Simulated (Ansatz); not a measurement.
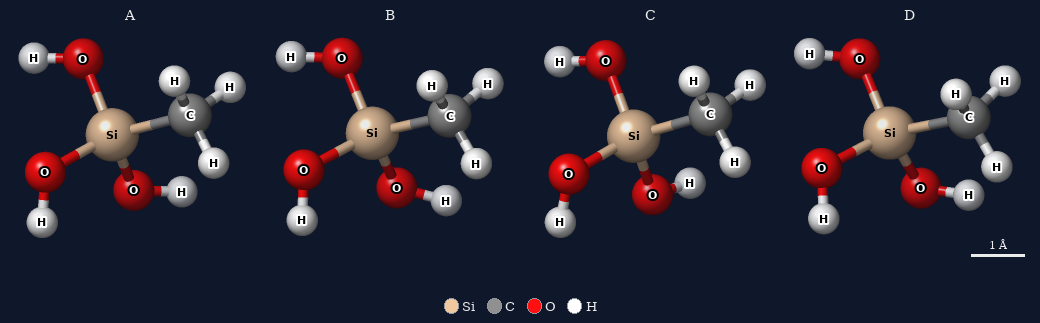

4 geometries from one relaxation of CH6O3Si, in shuffled order. Style: ball-and-stick. Shown at a tilt.

The run prepares an end point of a later path (reaction) calculation, from a guessed geometry.

Level of theory: Ansatz, RKS PBE0-D4/def2-SVP. (no spin polarisation; force threshold 0.03 eV/Å; at most 50 steps)

Put them in the order of the run, from the start to the converged end.

Answer. D, B, A, C. They are steps 0, 2, 5, 12, at +0.210 eV, +0.083 eV, +0.025 eV relative to the last. The energy falls by 0.210 eV in 10 accepted moves (12 points after the start). Largest force component: 0.57 eV/Å at the start, 0.018 eV/Å at the end. The line search rejected the trial steps at points 7, 9 of the run. The forces were under the threshold at step 8, but the run went on from there. The atom that moves furthest after the best rigid fit is an H atom (0.91 Å). Largest moves by element: H 0.91 Å, O 0.27 Å, Si 0.18 Å, C 0.17 Å. Among the contacts that change: C–Si 1.862 → 1.852 Å, O–Si 1.647 → 1.656 Å, H–O 0.968 → 0.961 Å, O–Si 1.661 → 1.666 Å. Among the angles between lasting bonds that change: Si–O–H 101.7° → 116.9°, C–Si–O 101.2° → 112.7°, O–Si–O 110.5° → 103.4°. Groups turn about O–Si by about 60°, O–Si by about 35°, O–Si by about 25°. The run took 34 s on 2 threads of Arm Neoverse V1, on a shared host, peak memory 0.22 GiB.
